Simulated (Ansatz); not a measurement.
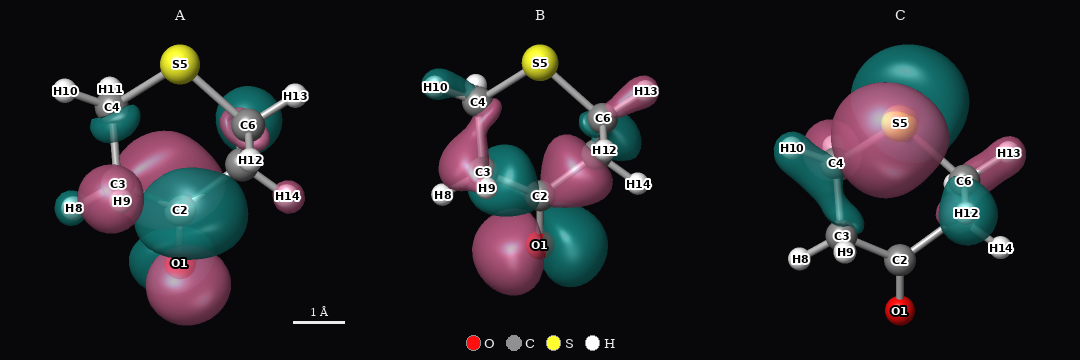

The picture shows: C$_{5}$H$_{8}$OS. Three frontier orbitals at ±0.1 Å⁻³ᐟ² (teal and pink are the two phases), in no order.

Geometry: PBE0-D4/def2-TZVP.

These are results of RKS PBE0-D4/def2-TZVPP in Ansatz 0.2.0, not measurements.

The calculation's input:

```
crystal:
  periodic: [false, false, false]
  atoms:
    - {symbol: O, position_ang: [-2.305902, -0.267115, -0.900792]}
    - {symbol: C, position_ang: [-1.190471, -0.138151, -0.464539]}
    - {symbol: C, position_ang: [-0.181879, -1.263189, -0.505556]}
    - {symbol: C, position_ang: [0.764748, -1.250585, 0.680390]}
    - {symbol: S, position_ang: [1.837065, 0.212964, 0.714680]}
    - {symbol: C, position_ang: [0.753566, 1.427143, -0.088541]}
    - {symbol: C, position_ang: [-0.719978, 1.158006, 0.154497]}
    - {symbol: H, position_ang: [-0.733198, -2.204000, -0.569793]}
    - {symbol: H, position_ang: [0.390095, -1.159954, -1.435981]}
    - {symbol: H, position_ang: [1.436707, -2.109243, 0.641230]}
    - {symbol: H, position_ang: [0.204565, -1.317416, 1.616412]}
    - {symbol: H, position_ang: [0.964584, 1.454893, -1.160511]}
    - {symbol: H, position_ang: [1.037206, 2.396387, 0.324304]}
    - {symbol: H, position_ang: [-1.345615, 1.962415, -0.238812]}
    - {symbol: H, position_ang: [-0.911495, 1.097844, 1.233010]}
basis:
  gaussian: {orbitals: def2-TZVPP}
hamiltonian: {xc: pbe0, dispersion: d4}
output: {orbitals: {seedname: orbitals}}
```

Run with:

```sh
ansatz run in.yaml --threads 2 --pin off --events-out ev --progress --plain --max-ram 22528MiB --backend cuda --devices 0, --max-vram 18GiB
```

Which picture is the HOMO−1, the HOMO and the LUMO?

B is the HOMO−1 (−7.31 eV). Its weight (Hirshfeld) is mainly on O1 (about 55 %), C2 (about 15 %), C3 (about 10 %) and C7 (about 10 %). C is the HOMO (−6.54 eV). By Hirshfeld shares it lies mainly on S5 (about 75 %), C4 (about 5 %) and C6 (about 5 %); largely a lone pair of S5. A is the LUMO (−0.63 eV). It lies mainly on C2 (about 40 %), O1 (about 30 %), C3 (about 5 %) and C7 (about 5 %); π-antibonding (π*) across C2–O1.

What is the HOMO–LUMO gap?

5.91 eV between the orbital energies.
